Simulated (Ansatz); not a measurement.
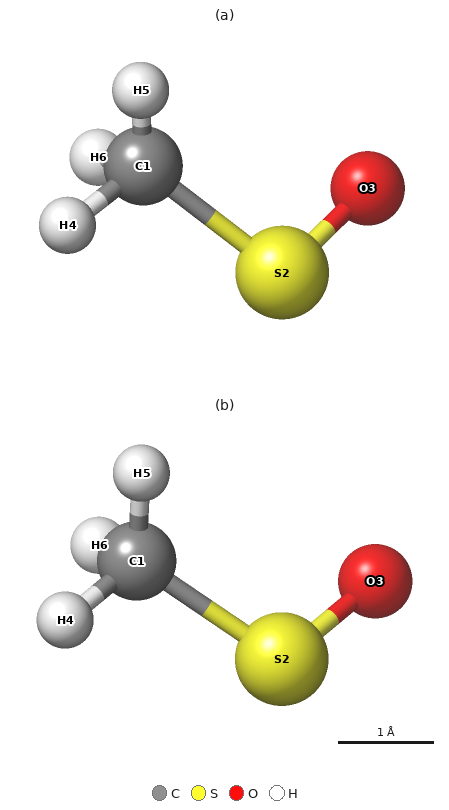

The structure of CH3OS (multiplicity 2) before (top) and after (bottom) a relaxation, at one scale.

A ball-and-stick model, seen at a tilt.

These are results of Ansatz, UKS rPW86-PBE-d3bj/aug-cc-pVTZ, not measurements.

The input:
```yaml
crystal:
  periodic: [false, false, false]
  atoms:
    - {symbol: C, position_ang: [-0.121183, 0.510230, -0.120256]}
    - {symbol: S, position_ang: [-0.125081, -1.223446, 0.578782]}
    - {symbol: O, position_ang: [1.272469, -1.513912, 0.610110]}
    - {symbol: H, position_ang: [-1.184854, 0.804556, -0.252570]}
    - {symbol: H, position_ang: [0.318252, 1.229717, 0.164281]}
    - {symbol: H, position_ang: [0.157535, 0.290755, -1.314227]}
basis:
  gaussian: {orbitals: aug-cc-pVTZ}
magnetization: {spin_polarized: true, initial_magnetization: 1}
hamiltonian: {xc: {name: rPW86-PBE}, dispersion: d3bj}
accuracy: high
scf: {lower_state_search: full}
relax: {f_tol: 0.0001, max_steps: 2}
output: {forces: true}
```

Run as
```bash
ansatz run in.yaml --threads 2 --pin off --events-out ev --progress --plain --max-ram 32768MiB --backend cuda --devices 0, --max-vram 18GiB
```

**Summarise the run.**

The relaxation stopped without meeting its thresholds, so the last structure isn't shown to be converged. The input was poor on purpose: steps. The largest move after the best rigid fit is that of C1, 0.10 Å. By element the largest moves are C 0.10 Å, O 0.10 Å, H 0.08 Å, S 0.04 Å. Among the contacts that change: C1–H5 0.890 → 1.042 Å, C1–H6 1.246 → 1.146 Å, S2–O3 1.428 → 1.474 Å, C1–S2 1.869 → 1.857 Å. Among the angles between lasting bonds that change: S2–C1–H5 129.2° → 120.7°, H4–C1–H6 98.4° → 106.3°, C1–S2–O3 101.2° → 107.4°. Over 1 geometry step the energy falls by 157.3 kJ/mol. The largest force component goes from 10 to 2.7 eV/Å.
